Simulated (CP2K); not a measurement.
# AlSiNH4 (SMILES [NH]1[AlH][SiH2]1) at PM6

What is the vertical ionisation energy of AlSiNH4 at PM6? 

The calculation is run with CP2K 2026.2.

5 further runs of the same task are left out: 1 that didn't finish, 4 set aside as unsound or not needed.

**1. The molecule**

AlSiNH4: 7 atoms, total charge 0, spin state singlet. SMILES: `[NH]1[AlH][SiH2]1`. The shape comes from GFN2-xTB, which is rough for such elements, and wasn't checked as a minimum.

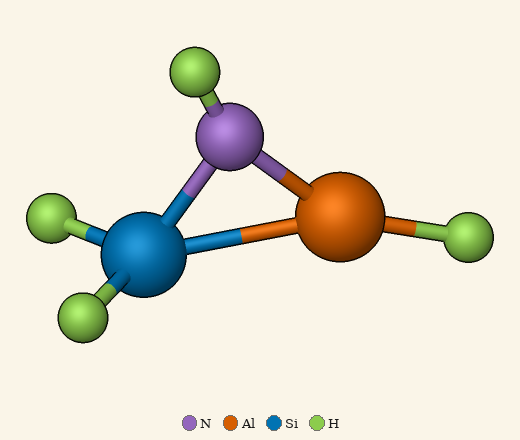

Viewed from a chosen angle; nitrogen purple, aluminium orange, silicon blue, hydrogen green.

**2. The energy at PM6**

molecule.xyz

```xyz
7

N     -0.370990    -0.021360    -0.896260
Al     0.452380    -1.430510    -0.138100
Si     0.044670     0.731110     0.721870
H     -0.863570     0.497610    -1.617860
H      0.981980    -2.929060    -0.147330
H     -1.137440     1.212500     1.469970
H      0.892960     1.939700     0.607710
```

job.inp

```
&FORCE_EVAL
 METHOD QS
 &DFT
  CHARGE 0
  MULTIPLICITY 1
  &QS
   METHOD PM6
   EPS_DEFAULT 1.0E-10
   &SE
    &COULOMB
     CUTOFF [angstrom] 50
     RC_RANGE [angstrom] 0
    &END COULOMB
    &EXCHANGE
     CUTOFF [angstrom] 50
     RC_RANGE [angstrom] 0
    &END EXCHANGE
   &END SE
  &END QS
  &POISSON
   PERIODIC NONE
   POISSON_SOLVER ANALYTIC
  &END POISSON
  &SCF
   SCF_GUESS ATOMIC
   EPS_SCF 1.0E-07
   MAX_SCF 100
   ADDED_MOS 2
   &DIAGONALIZATION
    ALGORITHM STANDARD
   &END DIAGONALIZATION
   &MIXING
    METHOD DIRECT_P_MIXING
    ALPHA 0.4
   &END MIXING
  &END SCF
  &PRINT
   &MOMENTS
    PERIODIC F
    REFERENCE COM
    MAX_MOMENT 1
   &END MOMENTS
   &MO ON
    ENERGIES T
    OCCUPATION_NUMBERS T
    NDIGITS 6
    &EACH
     QS_SCF 0
    &END EACH
    ADD_LAST NUMERIC
   &END MO
   &HIRSHFELD OFF
   &END HIRSHFELD
  &END PRINT
 &END DFT
 &SUBSYS
  &CELL
   ABC [angstrom] 10.1 12.9 11.1
   PERIODIC NONE
  &END CELL
  &TOPOLOGY
   COORD_FILE_NAME molecule.xyz
   COORD_FILE_FORMAT XYZ
   &CENTER_COORDINATES
   &END CENTER_COORDINATES
  &END TOPOLOGY
 &END SUBSYS
&END FORCE_EVAL

&GLOBAL
 PROJECT job
 RUN_TYPE ENERGY
 PRINT_LEVEL MEDIUM
&END GLOBAL
```

Command:

```
$ OMP_NUM_THREADS=1 cp2k.psmp job.inp > job.out
```

The program printed:

```text
CP2K| version string:                                       CP2K version 2026.2
[...]
 GLOBAL| Method name                                                        CP2K
[...]
 GLOBAL| Run type                                                         ENERGY
[...]
                             - Atoms:                                          7
[...]
                             - Spherical basis functions:                     26
[...]
 Number of electrons:                                                         16
[...]
     1 P_Mix/Diag. 0.40E+00    0.0     0.68560022        -9.0537705915 -9.05E+00
[...]
    18 DIIS/Diag.  0.84E-07    0.0     0.00000007       -13.1566209532 -2.77E-13
  *** SCF run converged in    18 steps ***
  Core-core repulsion energy [eV]:                            554.12790540362118
  Core Hamiltonian energy [eV]:                              -562.96910050330462
  Two-electron integral energy [eV]:                         -698.33733582765717
  Electronic energy [eV]:                                    -912.13776841713332
  Total energy [eV]:                                         -358.00986301351202
  Atomic reference energy [eV]:                               358.51438517009660
  Heat of formation [kcal/mol]:                                11.63455824597487
[...]
 SE_DIPOLE| Moment [Debye]         -0.31848592       1.14103873       0.19784666
 SE_DIPOLE| Derivative [a.u.]       0.00000000       0.00000000       0.00000000
 ENERGY| Total FORCE_EVAL ( QS ) energy [hartree]            -13.156620953228490
[...]
```

Run time: 0.22 s. Hardware: 1 thread of Arm Neoverse V2, shared host.

**3. The doublet cation, same level**

molecule.xyz is that of step 2.

run.inp

```
&FORCE_EVAL
   METHOD QUICKSTEP
   &DFT
      CHARGE 1
      MULTIPLICITY 2
      LSD T
      ! Quickstep
      &QS
         METHOD PM6
         EPS_DEFAULT 1.0E-10
         &SE
            &COULOMB
               CUTOFF [angstrom] 50
               RC_RANGE [angstrom] 0
            &END COULOMB
            &EXCHANGE
               CUTOFF [angstrom] 50
               RC_RANGE [angstrom] 0
            &END EXCHANGE
         &END SE
      &END QS
      &POISSON
         PERIODIC NONE
         POISSON_SOLVER ANALYTIC
      &END POISSON
      &SCF
         SCF_GUESS ATOMIC
         EPS_SCF 1.0E-07
         MAX_SCF 50
         &OT
            MINIMIZER CG
            PRECONDITIONER FULL_SINGLE_INVERSE
         &END OT
         &OUTER_SCF
            EPS_SCF 1.0E-07
            MAX_SCF 8
         &END OUTER_SCF
      &END SCF
      &PRINT
         &MOMENTS
            PERIODIC F
            REFERENCE COM
            MAX_MOMENT 1
         &END MOMENTS
         &MO_CUBES
            NLUMO 3
            NHOMO -1
            WRITE_CUBE F
         &END MO_CUBES
         &HIRSHFELD OFF
         &END HIRSHFELD
      &END PRINT
   &END DFT
   ! structure
   &SUBSYS
      &CELL
         ABC 10.1 12.9 11.1
         PERIODIC NONE
      &END CELL
      &TOPOLOGY
         COORD_FILE_NAME molecule.xyz
         COORD_FILE_FORMAT XYZ
         &CENTER_COORDINATES
         &END CENTER_COORDINATES
      &END TOPOLOGY
   &END SUBSYS
&END FORCE_EVAL

&GLOBAL
   PROJECT_NAME run
   RUN_TYPE ENERGY
   PRINT_LEVEL MEDIUM
&END GLOBAL
```

Command:

```
$ OMP_NUM_THREADS=1 cp2k.psmp run.inp > run.out
```

The program printed:

```text
CP2K| version string:                                       CP2K version 2026.2
[...]
 GLOBAL| Method name                                                        CP2K
[...]
 GLOBAL| Run type                                                         ENERGY
[...]
                             - Atoms:                                          7
[...]
                             - Spherical basis functions:                     26
[...]
 Number of electrons:                                                          8
[...]
     1 OT CG       0.80E-01    0.0     0.17527106        -9.9271451074 -9.93E+00
[...]
    15 OT CG       0.68E+00    0.0     0.00000007       -12.8633408851 -2.27E-12
  *** SCF run converged in    15 steps ***
  Core-core repulsion energy [eV]:                            554.12790540362118
  Core Hamiltonian energy [eV]:                              -542.51852085643304
  Two-electron integral energy [eV]:                         -723.27738209700908
  Electronic energy [eV]:                                    -904.15721190493775
  Total energy [eV]:                                         -350.02930650131646
  Atomic reference energy [eV]:                               358.51438517009660
  Heat of formation [kcal/mol]:                               195.67057800177329
[...]
 SE_DIPOLE| Moment [Debye]         -1.11545025       1.38257057      -1.47957332
 SE_DIPOLE| Derivative [a.u.]       0.00000000       0.00000000       0.00000000
 *** WARNING in qs_scf_post_se.F:140 :: Printing of MO cube files not ***
 *** implemented for Semi-Empirical method.                           ***
 ENERGY| Total FORCE_EVAL ( QS ) energy [hartree]            -12.863340885067872
[...]
```

It took 1.1 s on 1 thread of Arm Neoverse V2, shared host.

**4. Summary of results**

At PM6:

| quantity | value |
| --- | --- |
| singlet AlSiNH4: total energy | -13.15662 Eh |
| singlet AlSiNH4: dipole moment | 1.20 D |
| singlet AlSiNH4: HOMO energy | -8.22 eV |
| singlet AlSiNH4: LUMO energy | -0.10 eV |
| singlet AlSiNH4: HOMO–LUMO gap | 8.12 eV |
| singlet AlSiNH4: heat of formation | 11.6 kcal/mol |
| doublet cation: total energy | -12.86334 Eh |
| doublet cation: heat of formation | 195.7 kcal/mol |
| vertical ionisation energy (to the doublet cation) | 7.981 eV |

**Reading.** Removing an electron at fixed nuclei costs 7.98 eV (184 kcal/mol).
